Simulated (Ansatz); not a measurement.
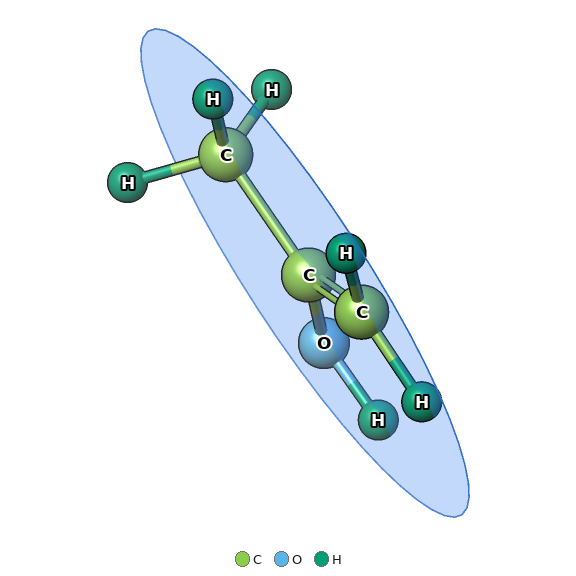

All proper rotation axes (lines) and mirror planes (discs) of the structure are drawn in. Depth is shown by fading: the farther an atom, the more it takes the colour of the background. The geometry was computed by an optimisation with PBE-D4/def2-SVP. No frequency run is at hand to confirm it as a minimum.

**Name the symmetry elements and the point group.**

It has 1 mirror plane. Point group Cs. The group has 2 operations. The geometry is achiral, and symmetry allows a dipole moment.
